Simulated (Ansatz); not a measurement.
# CH5Si (SMILES [CH2][SiH3]) at UCAM-B3LYP/STO-3G

Aim: the electronic atomisation energy of CH5Si at UCAM-B3LYP/STO-3G, from 4 runs. 

The results are computed with Ansatz 0.2.0.

56 further runs of the same task are left out: 1 that didn't finish, 55 set aside as unsound or not needed.

## Step 1: The structure to begin with

CH5Si has 7 atoms, charge 0, and is taken as a doublet. SMILES: `[CH2][SiH3]`. The coordinates come from a PBE0-D4/def2-TZVP relaxation.

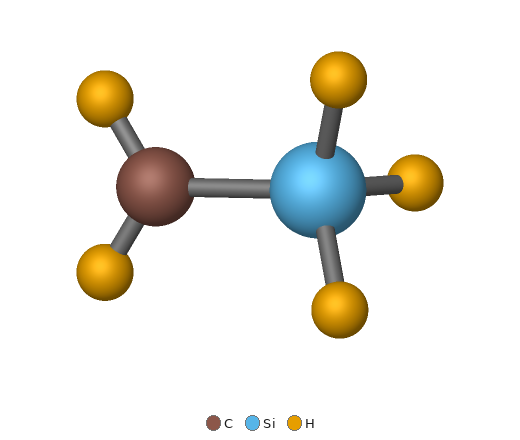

Viewed from a chosen angle; carbon brown, silicon blue, hydrogen amber.

## Step 2: A single-point energy at UCAM-B3LYP/STO-3G

run.yaml

```yaml
crystal:
  periodic: [false, false, false]
  atoms:
    - {symbol: C, position_ang: [-0.172600, -1.103000, 0.047400]}
    - {symbol: Si, position_ang: [0.132300, 0.709800, -0.029000]}
    - {symbol: H, position_ang: [-1.139000, -1.522200, 0.308500]}
    - {symbol: H, position_ang: [0.588300, -1.834800, -0.203800]}
    - {symbol: H, position_ang: [-0.191200, 1.256600, -1.379100]}
    - {symbol: H, position_ang: [-0.719700, 1.420100, 0.961800]}
    - {symbol: H, position_ang: [1.563100, 1.005600, 0.248500]}
basis:
  gaussian: {orbitals: STO-3G}
accuracy: high
magnetization: {spin_polarized: true, initial_magnetization: 1}
hamiltonian: {xc: {name: CAM-B3LYP}}
```

Launch:

```
$ ansatz run run.yaml --threads 1 --pin off --max-ram 2610MiB --events-out events.jsonl --progress --plain --runs-dir runs
```

What it wrote:

```text
Warning: RAYON_NUM_THREADS=1 ignored (pool sized by the plan → 1); use --threads N
Functional definition: CAM-B3LYP
  name "CAM-B3LYP"
  parameter alpha = 0.19
  parameter beta = 0.46
  parameter omega = 0.33/bohr
  parameter ac = 0.81
  exchange = (1 - alpha - beta)*b88_x + beta*b88_x_sr(omega) + alpha*exact_x + beta*exact_x_lr(omega)
  correlation = (1 - ac)*vwn5_c + ac*lyp_c
337 factors; integrals over basis functions are off by at most 1.1e-8 eV
170 factors; integrals over basis functions are off by at most 9.5e-10 eV
mean field evaluation 1: about -8887.9490 eV, gradient 8.5e0 eV
mean field evaluation 2: about -8888.4416 eV, gradient 3.5e0 eV
mean field evaluation 4: about -8888.5243 eV, gradient 1.8e-1 eV
mean field evaluation 8: about -8888.4617 eV, gradient 8.3e-4 eV
mean field evaluation 16: about -8888.4617 eV, gradient 8.7e-8 eV
mean field -8888.46170754 eV, -326.6449429363 hartree, gradient 8.5e-8 eV, S^2 0.754811; 0 other end points of the search recorded, 0 dependent functions left out
reference -8888.46172159 eV, -326.6449434527 hartree; 13, 12 occupied and 6, 7 virtual orbitals, 337 factors
Total energy: -8888.46172159 eV, -326.6449434527 hartree
```

It took 2.4 s on 1 thread of Arm Neoverse V1, shared host; peak memory 0.14 GiB.

## Step 3: The C atom at the same level

in.yaml

```yaml
crystal:
  periodic: [false, false, false]
  atoms:
    - {symbol: C, position_ang: [0.000000, 0.000000, 0.000000]}
basis:
  gaussian: {orbitals: STO-3G}
magnetization: {spin_polarized: true, initial_magnetization: 2}
hamiltonian: {xc: {name: CAM-B3LYP}}
accuracy: high
```

Launch:

```
$ ansatz run in.yaml --threads 1 --pin off --max-ram 2610MiB --events-out events.jsonl --progress --plain --runs-dir runs
```

What it wrote:

```text
Warning: RAYON_NUM_THREADS=1 ignored (pool sized by the plan → 1); use --threads N
Functional definition: CAM-B3LYP
  name "CAM-B3LYP"
  parameter alpha = 0.19
  parameter beta = 0.46
  parameter omega = 0.33/bohr
  parameter ac = 0.81
  exchange = (1 - alpha - beta)*b88_x + beta*b88_x_sr(omega) + alpha*exact_x + beta*exact_x_lr(omega)
  correlation = (1 - ac)*vwn5_c + ac*lyp_c
15 factors; integrals over basis functions are off by at most 9.8e-10 eV
15 factors; integrals over basis functions are off by at most 3.6e-10 eV
mean field evaluation 1: about -1015.7381 eV, gradient 8.4e-13 eV
mean field evaluation 2: about -1015.7382 eV, gradient 4.1e-12 eV
mean field -1015.73822725 eV, -37.3276913595 hartree, gradient 0.0e0 eV, S^2 2.000000; 0 other end points of the search recorded, 0 dependent functions left out
reference -1015.73823360 eV, -37.3276915925 hartree; 4, 2 occupied and 1, 3 virtual orbitals, 15 factors
Total energy: -1015.73823360 eV, -37.3276915925 hartree
```

Run time: 0.22 s. Hardware: 1 thread of Arm Neoverse V1, shared host.

## Step 4: The H atom

job.yaml

```yaml
crystal:
  periodic: [false, false, false]
  atoms:
    - {symbol: H, position_ang: [0.000000, 0.000000, 0.000000]}
basis:
  gaussian:
    orbitals: STO-3G
accuracy: high
hamiltonian:
  xc: {name: CAM-B3LYP}
magnetization:
  spin_polarized: true
  initial_magnetization: 1
```

Launch:

```
$ ansatz run job.yaml --threads 1 --pin off --max-ram 2610MiB --events-out events.jsonl --progress --plain --runs-dir runs
```

What it wrote:

```text
Warning: RAYON_NUM_THREADS=1 ignored (pool sized by the plan → 1); use --threads N
Functional definition: CAM-B3LYP
  name "CAM-B3LYP"
  parameter alpha = 0.19
  parameter beta = 0.46
  parameter omega = 0.33/bohr
  parameter ac = 0.81
  exchange = (1 - alpha - beta)*b88_x + beta*b88_x_sr(omega) + alpha*exact_x + beta*exact_x_lr(omega)
  correlation = (1 - ac)*vwn5_c + ac*lyp_c
1 factors; integrals over basis functions are off by at most 4.6e-10 eV
1 factors; integrals over basis functions are off by at most 3.0e-10 eV
mean field evaluation 1: about -12.5879 eV, gradient 0.0e0 eV
mean field evaluation 2: about -12.5879 eV, gradient 0.0e0 eV
mean field -12.58793461 eV, -0.4625980644 hartree, gradient 0.0e0 eV, S^2 0.750000; 0 other end points of the search recorded, 0 dependent functions left out
reference -12.58794100 eV, -0.4625982992 hartree; 1, 0 occupied and 0, 1 virtual orbitals, 1 factors
Total energy: -12.58794100 eV, -0.4625982992 hartree
```

Wall time 0.12 s (1 thread of Arm Neoverse V1, shared host).

## Step 5: The Si atom

run.yaml

```yaml
crystal:
  periodic: [false, false, false]
  atoms:
    - {symbol: Si, position_ang: [0.000000, 0.000000, 0.000000]}
basis:
  gaussian: {orbitals: STO-3G}
magnetization: {spin_polarized: true, initial_magnetization: 2}
hamiltonian: {xc: {name: CAM-B3LYP}}
accuracy: high
```

Launch:

```
$ ansatz run run.yaml --threads 1 --pin off --max-ram 2610MiB --events-out events.jsonl --progress --plain --runs-dir runs
```

What it wrote:

```text
Warning: RAYON_NUM_THREADS=1 ignored (pool sized by the plan → 1); use --threads N
Functional definition: CAM-B3LYP
  name "CAM-B3LYP"
  parameter alpha = 0.19
  parameter beta = 0.46
  parameter omega = 0.33/bohr
  parameter ac = 0.81
  exchange = (1 - alpha - beta)*b88_x + beta*b88_x_sr(omega) + alpha*exact_x + beta*exact_x_lr(omega)
  correlation = (1 - ac)*vwn5_c + ac*lyp_c
42 factors; integrals over basis functions are off by at most 2.5e-9 eV
29 factors; integrals over basis functions are off by at most 3.7e-10 eV
mean field evaluation 1: about -7780.3731 eV, gradient 2.2e-1 eV
mean field evaluation 2: about -7780.3732 eV, gradient 1.7e-2 eV
mean field evaluation 4: about -7780.3731 eV, gradient 3.8e-4 eV
mean field evaluation 8: about -7780.3731 eV, gradient 6.8e-9 eV
mean field -7780.37310385 eV, -285.9234378403 hartree, gradient 6.8e-9 eV, S^2 2.000001; 0 other end points of the search recorded, 0 dependent functions left out
reference -7780.37311367 eV, -285.9234382011 hartree; 8, 6 occupied and 1, 3 virtual orbitals, 42 factors
Total energy: -7780.37311367 eV, -285.9234382011 hartree
```

Run time: 0.46 s. Hardware: 1 thread of Arm Neoverse V1, shared host.

## Step 6: Results

At UCAM-B3LYP/STO-3G:

```
                     quantity          value
       molecule: total energy  -326.64494 Eh
               molecule: ⟨S²⟩          0.755
         C atom: total energy   -37.32769 Eh
                 C atom: ⟨S²⟩          2.000
         H atom: total energy    -0.46260 Eh
                 H atom: ⟨S²⟩          0.750
        Si atom: total energy  -285.92344 Eh
                Si atom: ⟨S²⟩          2.000
electronic atomisation energy      29.411 eV
```

Taking the molecule apart into free atoms costs 29.41 eV (678 kcal/mol), before zero-point energy and without spin-orbit coupling. In a minimal basis such a difference can be off by several eV, whatever the method.
